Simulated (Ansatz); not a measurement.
Band structure of Cr2TeSe (P-6m2, 4 atoms in the cell).

```xyz
4
Lattice="3.9614 0.0000 0.0000 -1.9807 3.4307 0.0000 0.0000 0.0000 6.3378" Properties=species:S:1:pos:R:3 pbc="T T T"
Cr     1.9807     1.1436     1.5068
Cr     1.9807     1.1436     4.8310
Te     0.0000     0.0000     3.1689
Se     0.0000     2.2871     0.0000
```
Moments meant for the start (each program seeds them in its own way; μB, in the order of the atoms Cr Cr Te Se): 3.0 3.0 0.0 0.0.

Method: PBEsol, PAW files made with PBE (plane waves; Ansatz, a first-principles code).

Settings: basis.ecutwfc = 420 eV; kpoints.mp_grid.grid = 6 6 3; hamiltonian.xc = pbesol; hamiltonian.pseudopotentials = {kind: paw} (the program's default PAW files); magnetization.spin_polarized = true; scf.occupations.method = fermi_dirac; scf.occupations.width = 0.1 eV; kpoints.band_path.npoints = 8.

The starting cell comes from a database of computed structures (which also holds hypothetical and non-ambient phases and stackings), without a prior relaxation at this level. Spin-orbit coupling is off. The magnetic order is the one reached from the typed start; others were not searched systematically. The program warned that, by what it read of turns of the moments, another magnetic order lies lower.

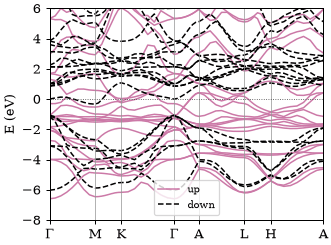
Fig. 1. Bands along the path, energies from the Fermi level.

Levels in eV from the Fermi level, bands 31 to 38 of the first spin channel:
```
point     31     32     33     34     35    36    37    38
-----  -----  -----  -----  -----  -----  ----  ----  ----
Γ      -1.14  -1.14  -1.10  -0.30   1.31  1.68  1.68  2.95
M      -1.30  -1.17  -0.99  -0.53   0.57  1.67  2.93  3.59
K      -1.32  -1.12  -0.48  -0.25  -0.17  0.04  1.64  6.04
A      -1.66  -1.15   0.42   0.42   1.03  1.03  3.05  4.09
L      -1.30  -1.15  -0.30   0.17   0.40  0.41  1.85  2.50
H      -1.06  -1.05  -0.89  -0.85   1.18  1.56  3.41  3.71
```

Bands cross the Fermi level along this path, so the cell is metallic at this level.

The net moment of the cell came out as 7.78 μB.

Keys are those of Ansatz 0.2.
